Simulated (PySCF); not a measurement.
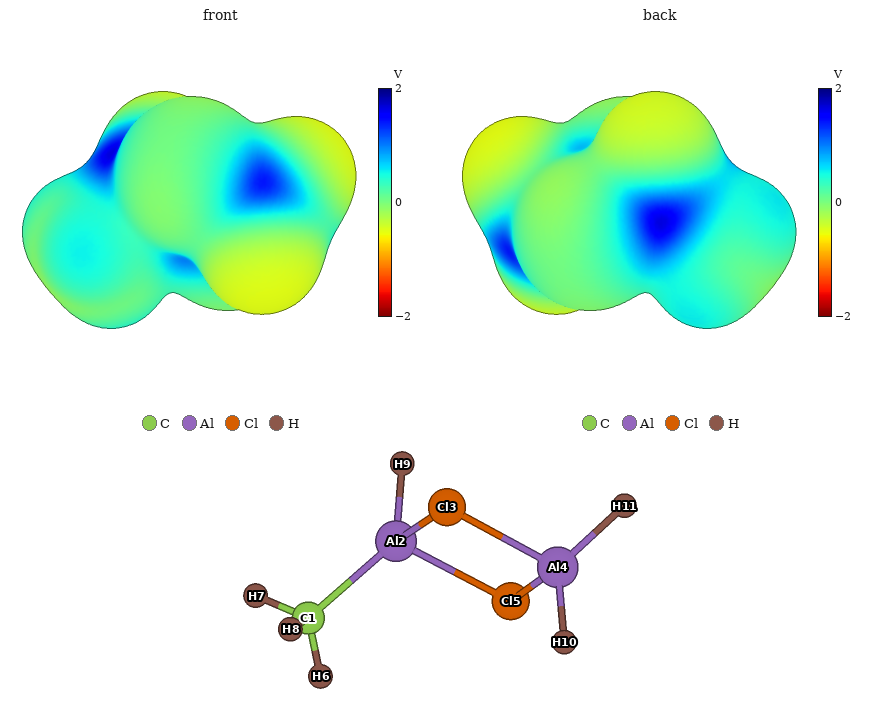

*CH6Al2Cl2 (SMILES [CH3][AlH-]1[Cl+][AlH2-][Cl+]1). The electrostatic potential painted on the density surface at 0.001 e/bohr³, seen from the front and from behind; the colour scale runs from red (negative) to blue (positive). The bare structure is drawn below in the same view.*

Geometry: GFN2-xTB.

These are results of PBE0/pcSseg-1, SCF density, gas phase, non-relativistic (PySCF 2.14.0), not measurements.

The calculation's input:

```
{"job": {"kind": "nmr", "xc": "PBE0", "basis": "pcSseg-1"}, "charge": 0, "multiplicity": 1}
C     -2.093263    -0.400080    -0.097128
Al    -0.547140     0.833100    -0.062087
Cl     0.964200     0.209353     1.457254
Al     2.394878    -0.287751    -0.106166
Cl     0.954145     0.322781    -1.625852
H     -2.205594    -0.950606    -1.038743
H     -3.018031     0.170560     0.029853
H     -2.089018    -1.156099     0.697494
H     -0.473211     2.369202    -0.000159
H      2.551188    -1.820912    -0.162431
H      3.567270     0.713123    -0.078077
```

Run with:

```sh
OMP_NUM_THREADS=1 python probes_run.py task.json out
```

Q: Which sites attract a positive test charge, and which a negative one?

A: A positive charge is drawn to the negative regions and a negative charge to the positive ones. The most negative region (about −0.5 V) lies over H10 and H11, the most positive (about +1.6 V) over Al2.

Q: What dipole moment does the calculation give?

A: Its dipole moment is 1.26 D.
